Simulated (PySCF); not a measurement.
Consider C4H6O2Si (SMILES O=C1OCC=C1[SiH3]).

Input file:

```
{"job": {"kind": "uv", "xc": "PBE0", "basis": "def2-SVPD", "nstates": 8, "ntriplets": 3}, "charge": 0, "multiplicity": 1}
O      0.175344     2.317965    -0.582560
C     -0.349631     1.269469    -0.330766
O     -1.695982     1.095275    -0.320982
C     -2.001435    -0.242053     0.008542
C     -0.673650    -0.899321     0.208762
C      0.302280    -0.013570     0.009717
Si     2.176634    -0.124803     0.085776
H     -2.619536    -0.259091     0.913954
H     -2.575885    -0.693692    -0.809023
H     -0.588745    -1.936964     0.472407
H      2.490901    -1.512560     0.438585
H      2.647107     0.791673     1.120542
H      2.708209     0.208158    -1.232681
```

Run with:

```sh
OMP_NUM_THREADS=1 python probes_run.py task.json out
```

Geometry: GFN2-xTB.

These are results of PBE0/def2-SVPD, SCF density, gas phase in PySCF, not measurements.

Question: What will maps of the electron density and electron localisation function show?

Answer: C–O (1.20 Å): ρ is about 3.4 e/Å³ halfway; the ELF peaks at about 0.85 between the atoms; a multiple bond.
C–C (1.33 Å): the density is about 2.3 e/Å³ at the midpoint; the ELF peaks at about 0.90 between the atoms; a short, multiple covalent bond.
C–Si (1.88 Å): ρ is about 0.93 e/Å³ halfway; the ELF peaks at about 1 between the atoms, as expected for a covalent bond.
C–H (1.07 Å): ρ at the midpoint is about 2.1 e/Å³; the ELF climbs to about 1 towards the hydrogen, as it does in any bond to H: an ordinary covalent bond to hydrogen.

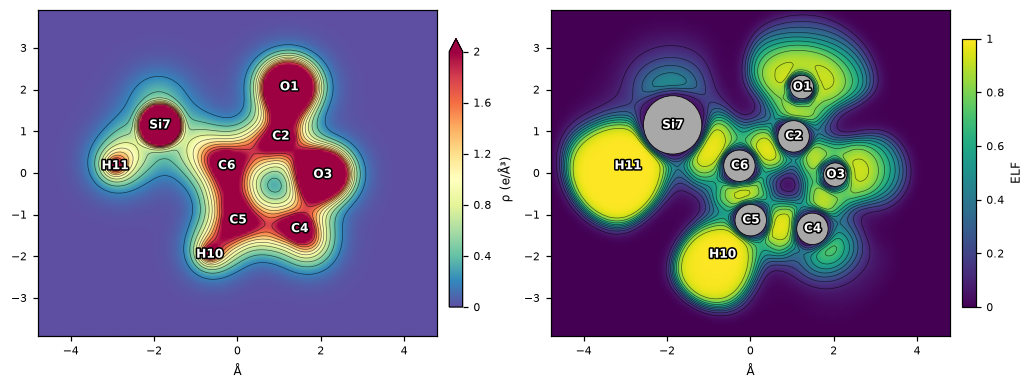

Computed electron density and electron localisation function on the plane of atoms C2, O3 and C4, in this order. Grey discs cover the atomic cores in the ELF map. 
